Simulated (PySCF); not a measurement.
# CdH2 (SMILES [H][Cd][H]): levels of theory compared

We compute a comparison of 6 runs (PBE/STO-6G, UPBE0/STO-6G, CCSDT/STO-6G, CISD/STO-6G, CCSD(T)/STO-6G, FCI/STO-6G) of CdH2. Input form: a Python script.

Program for the calculation: PySCF 2.14.0.

2 further runs of the same task are left out: 2 set aside as unsound or not needed.

**1. Starting point**

CdH2: 3 atoms, total charge 0, spin state singlet. SMILES: `[H][Cd][H]`. One bond was lengthened or shortened from a relaxed shape.

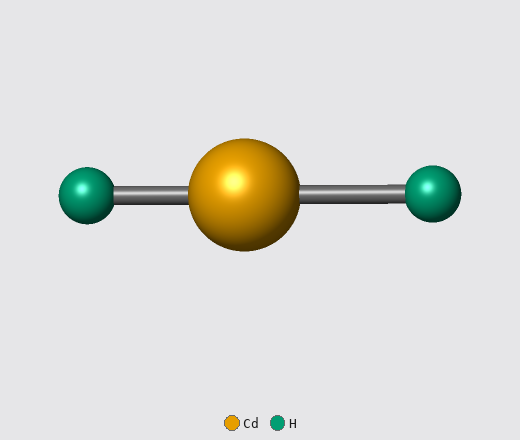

The structure, seen from a chosen angle (cadmium amber, hydrogen teal).

**2. The energy at PBE/STO-6G (run 1)**

The input, run.py:

```python
from pyscf import gto, dft

mol = gto.Mole()
mol.atom = [
    ('Cd', (0.003802, 0.004486, -0.330856)),
    ('H', (-0.017450, -0.021530, 1.657160)),
    ('H', (0.020732, 0.025716, -1.989036)),
]
mol.verbose = 4
mol.max_memory = 1860
mol.spin = 0
mol.basis = 'sto-6g'
mol.build()

mf = dft.RKS(mol)
mf.xc = 'pbe'
mf.grids.level = 5
mf.conv_tol = 1e-10
mf.kernel()
if not mf.converged:
    mf = mf.newton().run(mf.mo_coeff, mf.mo_occ)

etot = mf.e_tot
print(f'total energy: {etot:.8f} hartree')
```

Command:

```bash
$ OMP_NUM_THREADS=1 python run.py
```

Standard output:

```text
PySCF version 2.14.0

[... 70 lines left out ...]
converged SCF energy = -5442.56202461092
total energy: -5442.56202461 hartree
```

It took 3.6 s on 1 thread of Arm Neoverse V1, shared host; peak memory 0.22 GiB.

**3. The energy at UPBE0/STO-6G (run 2)**

The input, input.py:

```python
from pyscf import gto, dft

mol = gto.M(
    atom='''
Cd     0.007185     0.008477    -0.625227
H     -0.032976    -0.040686     3.131579
H      0.039178     0.048596    -3.758733
''',
    basis='sto-6g',
    max_memory=1860,
    charge=0,
    unit='bohr',
    verbose=4,
)

myscf = dft.UKS(mol)
myscf.xc = 'pbe0'
myscf.grids.level = 5
myscf.conv_tol = 1e-10
myscf.kernel()
if not myscf.converged:
    myscf = myscf.newton().run(myscf.mo_coeff, myscf.mo_occ)
for _ in range(3):
    mo, _, stable, _ = myscf.stability(return_status=True)
    if stable:
        break
    myscf.kernel(myscf.make_rdm1(mo, myscf.mo_occ))

etot = myscf.e_tot
print('E = %.10f Eh' % etot)
```

Command:

```bash
$ OMP_NUM_THREADS=1 python input.py
```

Standard output:

```text
PySCF version 2.14.0

[... 84 lines left out ...]
converged SCF energy = -5442.83838775012  <S^2> = 1.811884e-13  2S+1 = 1
[... 2 lines left out ...]
E = -5442.8383877501 Eh
```

Run time: 9.9 s. Hardware: 1 thread of Arm Neoverse V1, shared host; peak memory 0.3 GiB.

Runs 3 to 5 aren't shown in full; the table further down has their settings and results.

**4. A single-point energy at FCI/STO-6G (run 6)**

The input, run.py:

```python
from pyscf import gto, mcscf
from pyscf import fci

mol = gto.M(
    atom='''
Cd     0.003802     0.004486    -0.330856
H     -0.017450    -0.021530     1.657160
H      0.020732     0.025716    -1.989036
''',
    max_memory=1860,
    verbose=3,
    basis='sto-6g',
)

mf = mol.RHF()
mf.conv_tol = 1e-10
mf.kernel()
if not mf.converged:
    mf = mf.newton().run(mf.mo_coeff, mf.mo_occ)

cas = mcscf.CASCI(mf, mf.mo_coeff.shape[-1] - 14, (mol.nelec[0] - 14, mol.nelec[1] - 14))  # full CI above the frozen core
cas.fcisolver = fci.direct_spin0.FCI(mol)  # even spin states alone
cas.kernel()
print('<S^2> = %.4f' % cas.fcisolver.spin_square(cas.ci, cas.ncas, cas.nelecas)[0])
etot = cas.e_tot
print(f'total energy: {etot:.8f} hartree')
```

Command:

```bash
$ OMP_NUM_THREADS=1 python run.py
```

Standard output:

```text
converged SCF energy = -5441.0272627439
CASCI E = -5441.07909116280  E(CI) = -176.205536875689  S^2 = 0.0000000
<S^2> = 0.0000
total energy: -5441.07909116 hartree
```

Wall time 38 s (1 thread of Arm Neoverse V1, shared host); peak memory 0.5 GiB.

**5. The series**

```tsv
run	level	follow instability	integration grid	energy (Eh)	dipole moment (D) of the reference	HOMO energy (eV)	LUMO energy (eV)	wall time
1	PBE/STO-6G	–	5	-5442.562025	0.42	-2.09	3.38	3.6 s
2	UPBE0/STO-6G	yes	5	-5442.838388	0.42	-3.82	4.54	9.9 s
3	CCSDT/STO-6G	–	–	-5441.079051	0.51	-7.17	8.69	2.6 s
4	CISD/STO-6G	–	–	-5441.076743	0.51	-7.17	8.69	1.7 s
5	CCSD(T)/STO-6G	–	–	-5441.078698	0.51	-7.17	8.69	1.8 s
6	FCI/STO-6G	–	–	-5441.079091	0.51	-7.17	8.69	38 s
```

**6. Summary of results**

| quantity | value |
| --- | --- |
| run 6: total energy | -5441.07909 Eh |
| run 6: dipole moment (Hartree–Fock density) | 0.51 D |
| run 6: HOMO energy (Hartree–Fock orbitals) | -7.17 eV |
| run 6: LUMO energy (Hartree–Fock orbitals) | 8.69 eV |
| run 6: HOMO–LUMO gap (Hartree–Fock orbitals) | 15.86 eV |
| run 6: correlation energy (14 core orbitals frozen) | -51.8 mEh |

In words: Against full CI in this basis: CCSDT +0.0 mEh; CISD +2.3 mEh; CCSD(T) +0.4 mEh. Totals of different functionals can't be ranked against each other. In runs 1, 2, 3, 4, 5, 6 the basis is minimal, so the values are rough. In runs 1, 2, 3, 4, 5, 6 relativity is left out where basis or elements ask for it. All runs together took 57 s, the longest 38 s.
